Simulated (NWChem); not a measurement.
**One shape, several levels: C2H5AlClNO (SMILES [H]/N=[C](\Cl)[Al]([CH3])[OH])**

Wanted: a comparison of 3 runs (HF/STO-3G, HF/3-21G, B3LYP/6-31G*) of C2H5AlClNO. 

The results are computed with NWChem 7.3.0.

## (1) Starting point

C2H5AlClNO has 11 atoms, charge 0, and is taken as a singlet. As SMILES, `[H]/N=[C](\Cl)[Al]([CH3])[OH]`. The shape is that of a PBE0-D4/def2-TZVP optimisation. This is one conformer, not always the lowest.

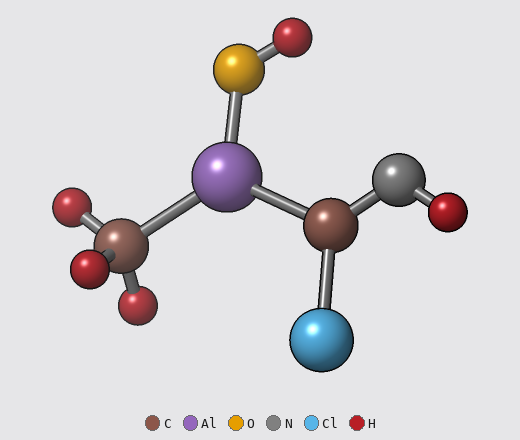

The structure, seen from a chosen angle (carbon brown, aluminium purple, oxygen amber, nitrogen grey, chlorine blue, hydrogen red).

## (2) Energy and gradient at HF/STO-3G (run 1)

Input file a.xyz:

```xyz
11
C2H5AlClNO gradient
C     -1.637600     1.021600     0.625700
Al     0.151400     0.317200     0.456300
O      1.410400     0.760200     1.494400
C      0.677500    -0.988000    -0.947700
N      1.841300    -1.435200    -1.045400
Cl    -0.628900    -1.497400    -2.084800
H     -1.719000     1.727500     1.454700
H     -2.359800     0.215900     0.788600
H     -1.943900     1.532400    -0.292100
H      2.285600     0.388600     1.378300
H      1.988200    -2.099700    -1.807300
```

Input file a.nw:

```
start a
title "C2H5AlClNO gradient"
memory 2200 mb
geometry noautosym nocenter noautoz
  load a.xyz
end
basis spherical bse
  * library STO-3G
end
scf
  thresh 1e-08
  maxiter 80
end
task scf gradient
```

Launch:

```
$ nwchem a.nw > a.out
```

Standard output:

```text
[...]
  functions       =    43
[...]
  wavefunction    = RHF
[...]
         Total SCF energy =   -898.947597212220
      One-electron energy =  -1886.763151308945
      Two-electron energy =    666.607400029122
 Nuclear repulsion energy =    321.208154067603
        Time for solution =      3.1s
[...]
                         RHF ENERGY GRADIENTS
    atom               coordinates                        gradient
                 x          y          z           x          y          z
   1 C      -3.094615   1.930544   1.182402   -0.012873   0.008064   0.004748
   2 Al      0.286105   0.599421   0.862282   -0.018386   0.002964  -0.003501
   3 O       2.665270   1.436570   2.824007    0.052589  -0.014301   0.002912
   4 C       1.280289  -1.867049  -1.790893    0.020528  -0.034630  -0.034698
   5 N       3.479552  -2.712135  -1.975520   -0.022861  -0.005535  -0.015735
   6 Cl     -1.188449  -2.829676  -3.939701    0.013020   0.008484   0.015533
   7 H      -3.248439   3.264502   2.748984    0.000534   0.005488   0.006928
   8 H      -4.459375   0.407992   1.490238   -0.005970  -0.007976  -0.000203
   9 H      -3.673438   2.895816  -0.551989   -0.002497   0.002910  -0.009149
  10 H       4.319158   0.734348   2.604609   -0.021959   0.017796   0.013359
  11 H       3.757153  -3.967858  -3.415302   -0.002126   0.016737   0.019806
[...]
```

Run time: 4.8 s. Hardware: 1 thread of Intel Xeon 6975P-C (Granite Rapids), shared host; peak memory 0.099 GiB.

## (3) Energy and gradient at HF/3-21G (run 2)

Input file calc.nw:

```
start calc
title "C2H5AlClNO"
memory stack 880 mb heap 220 mb global 1100 mb

geometry units angstroms noautosym nocenter noautoz
  C     -1.637600     1.021600     0.625700
  Al     0.151400     0.317200     0.456300
  O      1.410400     0.760200     1.494400
  C      0.677500    -0.988000    -0.947700
  N      1.841300    -1.435200    -1.045400
  Cl    -0.628900    -1.497400    -2.084800
  H     -1.719000     1.727500     1.454700
  H     -2.359800     0.215900     0.788600
  H     -1.943900     1.532400    -0.292100
  H      2.285600     0.388600     1.378300
  H      1.988200    -2.099700    -1.807300
end

basis spherical bse
  C library 3-21G
  Al library 3-21G
  O library 3-21G
  N library 3-21G
  Cl library 3-21G
  H library 3-21G
end

scf
  thresh 1e-08
  maxiter 80
end

task scf gradient
```

Launch:

```
$ nwchem calc.nw > calc.out
```

Standard output:

```text
[...]
  functions       =    72
[...]
  wavefunction    = RHF
[...]
         Total SCF energy =   -904.750392261998
      One-electron energy =  -1889.760384455876
      Two-electron energy =    663.801838126275
 Nuclear repulsion energy =    321.208154067603
        Time for solution =      3.3s
[...]
                         RHF ENERGY GRADIENTS
    atom               coordinates                        gradient
                 x          y          z           x          y          z
   1 C      -3.094615   1.930544   1.182402    0.013762  -0.003143   0.001433
   2 Al      0.286105   0.599421   0.862282   -0.000925  -0.002605  -0.003539
   3 O       2.665270   1.436570   2.824007   -0.000982   0.005518   0.006409
   4 C       1.280289  -1.867049  -1.790893   -0.031687  -0.011212  -0.026181
   5 N       3.479552  -2.712135  -1.975520    0.012369   0.003117   0.008659
   6 Cl     -1.188449  -2.829676  -3.939701    0.026182   0.012187   0.025226
   7 H      -3.248439   3.264502   2.748984   -0.000462   0.003032   0.003526
   8 H      -4.459375   0.407992   1.490238   -0.001684  -0.003843  -0.000164
   9 H      -3.673438   2.895816  -0.551989   -0.000159   0.000916  -0.004078
  10 H       4.319158   0.734348   2.604609   -0.009705  -0.003113  -0.007628
  11 H       3.757153  -3.967858  -3.415302   -0.006709  -0.000853  -0.003664
[...]
```

Wall time 5.4 s (1 thread of Intel Xeon 6975P-C (Granite Rapids), shared host); peak memory 0.099 GiB.

## (4) Energy and forces at B3LYP/6-31G(d) (Cartesian functions) (run 3)

Input file work.nw:

```
echo
START work
TITLE "C2H5AlClNO"
memory total 2200 mb
GEOMETRY units angstroms noautosym nocenter noautoz
  C       -1.637600       1.021600       0.625700
  Al       0.151400       0.317200       0.456300
  O        1.410400       0.760200       1.494400
  C        0.677500      -0.988000      -0.947700
  N        1.841300      -1.435200      -1.045400
  Cl      -0.628900      -1.497400      -2.084800
  H       -1.719000       1.727500       1.454700
  H       -2.359800       0.215900       0.788600
  H       -1.943900       1.532400      -0.292100
  H        2.285600       0.388600       1.378300
  H        1.988200      -2.099700      -1.807300
END
BASIS "ao basis" cartesian
  * library 6-31G*
END
DFT
  xc b3lyp
  grid fine
  convergence energy 1e-08
  maxiter 100
  mulliken
END
TASK dft gradient
```

Launch:

```
$ nwchem work.nw > work.out
```

Standard output:

```text
[...]
          Wavefunction type:  closed shell.
          No. of atoms     :    11
          No. of electrons :    62
[...]
          Charge           :     0
          Spin multiplicity:     1
[...]
          AO basis - number of functions:   108
[...]
              XC Information
              --------------
                         B3LYP Method XC Potential
                     Hartree-Fock (Exact) Exchange  0.200
                        Slater Exchange Functional  0.800 local
                    Becke 1988 Exchange Functional  0.720 non-local
              Lee-Yang-Parr Correlation Functional  0.810
                  VWN I RPA Correlation Functional  0.190 local
[...]
 d= 0,ls=0.0,diis     1   -911.7383233617 -1.23D+03  1.64D-02  1.39D+00     2.7
[...]
 d= 0,ls=0.0,diis    11   -911.8777258186 -2.11D-09  5.37D-07  3.98D-09    23.3
         Total DFT energy =     -911.877725818647
      One electron energy =    -1896.248536312695
           Coulomb energy =      738.372089987094
    Exchange-Corr. energy =      -75.209433560649
 Nuclear repulsion energy =      321.208154067603
[...]
  wavefunction    = closed shell
[...]
```

Run time: 34 s. Hardware: 1 thread of Intel Xeon 6975P-C (Granite Rapids), shared host; peak memory 0.13 GiB.

## (5) The series

```
run                               level  Cartesian functions  iteration cap  energy (Eh)  dipole moment (D)  HOMO energy (eV)  LUMO energy (eV)  wall time
  1                           HF/STO-3G                   no             80  -898.947597               1.10             -8.37              6.89      4.8 s
  2                            HF/3-21G                   no             80  -904.750392               0.70            -10.73              1.94      5.4 s
  3  B3LYP/6-31G* (Cartesian functions)                  yes            100  -911.877726               0.25             -7.36             -1.51       34 s
```

## (6) Results

```
                       quantity          value
            run 3: total energy  -911.87773 Eh
           run 3: dipole moment         0.25 D
             run 3: HOMO energy       -7.36 eV
             run 3: LUMO energy       -1.51 eV
           run 3: HOMO–LUMO gap        5.85 eV
run 3: largest force on an atom     0.741 eV/Å
```

In words: The dipole moment (its size) runs from 0.25 D (B3LYP/6-31G*) to 1.10 D (HF/STO-3G). The two ends differ in method and basis. The HOMO–LUMO gap runs from 5.85 eV (B3LYP/6-31G*) to 15.26 eV (HF/STO-3G). In run 1 the basis is minimal, so the values are rough. All runs together took 44 s, the longest 34 s.
